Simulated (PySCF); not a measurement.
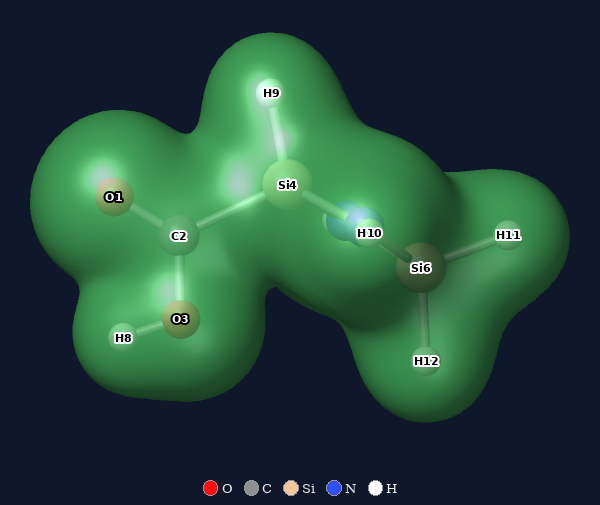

*CH$_{6}$N$_{2}$O$_{2}$Si$_{2}$ (SMILES O=C(O)[SiH]1N[SiH2]N1). Isosurface of the total electron density at 0.05 e/Å³ (green), seen across its widest extent.*

Geometry: PBE0-D3(BJ)/def2-SVP.

The calculation used PBE0/pcSseg-1, SCF density, gas phase, non-relativistic in PySCF.

The calculation's input:

```
{"job": {"kind": "nmr", "xc": "PBE0", "basis": "pcSseg-1"}, "charge": 0, "multiplicity": 1}
O      2.753460     1.102786    -0.828072
C      1.796194     0.384321    -0.683654
O      1.756332    -0.864031    -1.176006
Si     0.198469     0.890644     0.278038
N     -1.295635     0.464411    -0.501313
Si    -1.723554    -0.705285     0.727555
N     -0.255923    -0.211936     1.542611
H      2.607433    -1.012336    -1.624836
H      0.427003     2.317807     0.638861
H     -1.694025     0.695172    -1.398823
H     -2.994146    -0.430917     1.468983
H     -1.773914    -2.131969     0.280413
H      0.202030    -0.518534     2.387441
```

Command:

```sh
OMP_NUM_THREADS=1 python probes_run.py task.json out
```

**How is the density connected at this value?**

At this value the surface is in one piece. It bridges the sampled C–O (1.21 Å), Si–N (1.74 Å), C–Si (1.93 Å) and O–H (0.97 Å) contacts, where the density stays above the isovalue. On the grid the lowest density along these lines, outside the cores, is 2.9 e/Å³ (C–O, 1.21 Å), 0.86 e/Å³ (Si–N, 1.74 Å), 0.76 e/Å³ (C–Si, 1.93 Å) and 2.4 e/Å³ (O–H, 0.97 Å).
